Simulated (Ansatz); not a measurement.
## Electronic structure of NH$_{4}$···HCl (SMILES [NH4+].Cl) (charge +1) in real space

Input file:

```
crystal:
  periodic: [false, false, false]
  atoms:
    - {symbol: N, position_ang: [-0.111629, -0.032056, -0.985197]}
    - {symbol: H, position_ang: [-0.469188, 0.871484, -1.300952]}
    - {symbol: H, position_ang: [-0.072327, -0.048877, 0.057546]}
    - {symbol: H, position_ang: [0.822530, -0.181572, -1.370785]}
    - {symbol: H, position_ang: [-0.733134, -0.773976, -1.313214]}
    - {symbol: Cl, position_ang: [-0.236738, -0.212664, 2.217432]}
    - {symbol: H, position_ang: [0.800485, 0.377760, 2.695171]}
basis:
  gaussian: {orbitals: "def2-TZVPPD.json"}
total_charge: 1
hamiltonian: {xc: pbe0, dispersion: d4}
output: {orbitals: {seedname: orbitals}}
```

Command:

```sh
ansatz run in.yaml --threads 2 --pin off --events-out ev --progress --plain --max-ram 5222MiB
```

Geometry: PBE0-D4/def2-TZVP.

Computed with Ansatz 0.2.0, RKS PBE0-D4/def2-TZVPPD.

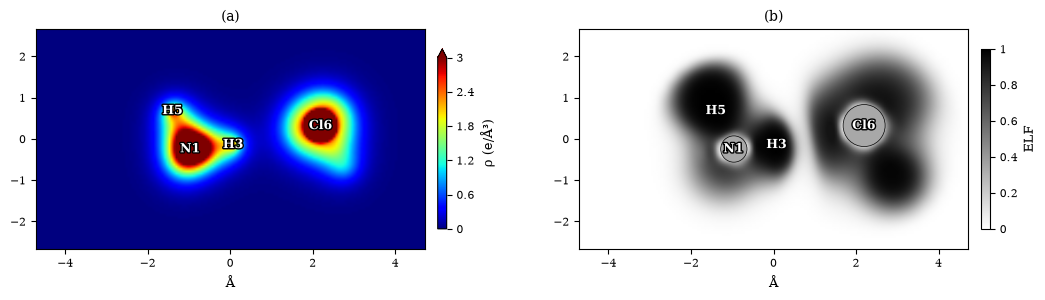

Figure 1. (a) electron density; (b) electron localisation function on the plane of atoms H3, N1 and H5. Grey discs cover the atomic cores in the ELF map.

> What do the fields say about this system?

The plane passes through N, H and Cl nuclei.
Cl6···H3 (2.17 Å): the density falls to about 0.19 e/Å³ on the way; the ELF dips to about 0.15 between them: a closed-shell contact with the geometry of a hydrogen bond.
N–H (1.04 Å): ρ at the midpoint is about 2.9 e/Å³; the ELF climbs to about 1 towards the hydrogen, as it does in any bond to H: a covalent bond by its length.
The ELF also peaks beside Cl6, away from the bonds: lone-pair regions.

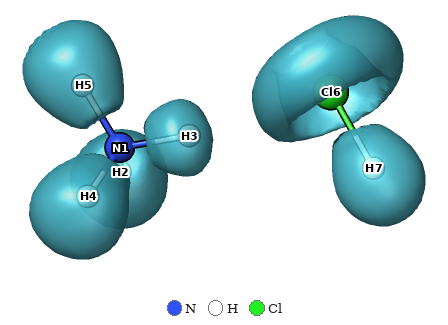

Figure 2. Isosurface of the ELF at 0.85 (cyan), seen at a tilt. Only the valence region is drawn (cores and ρ < 0.01 e/Å³ removed).

> Identify the bonds, lone pairs and shells in this picture.

The surface consists of five regions around hydrogen nuclei and one ring or bowl of non-bonding electrons around Cl.


 N–H (1.02 Å): the ELF climbs to about 1 towards the hydrogen (a covalent bond by its length).

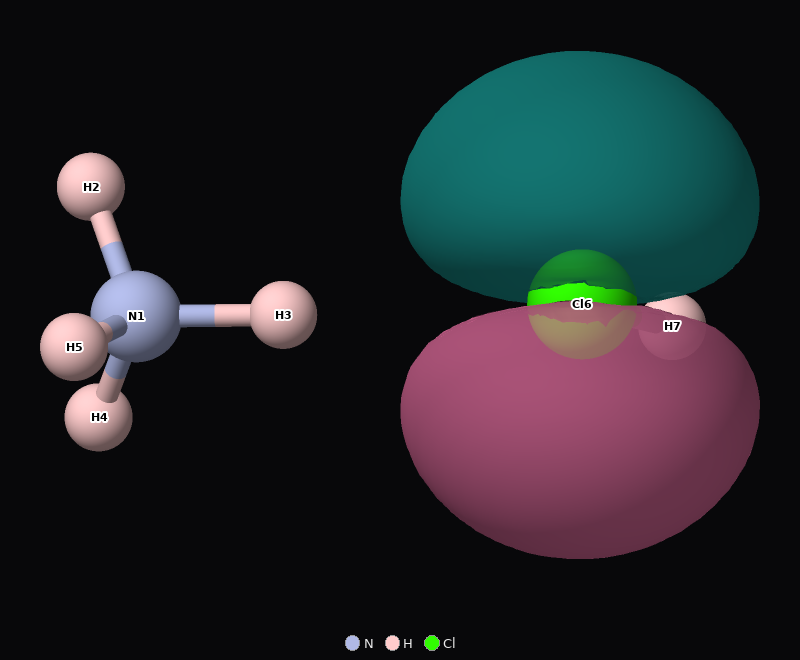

Figure 3. The HOMO at ±0.1 Å⁻³ᐟ² (teal and pink are the two phases), seen from one side.

> Describe this orbital and give its energy.

Its weight (Hirshfeld) is mainly on Cl6 (about 95 %); largely a lone pair of Cl6. Its energy is −14.16 eV.
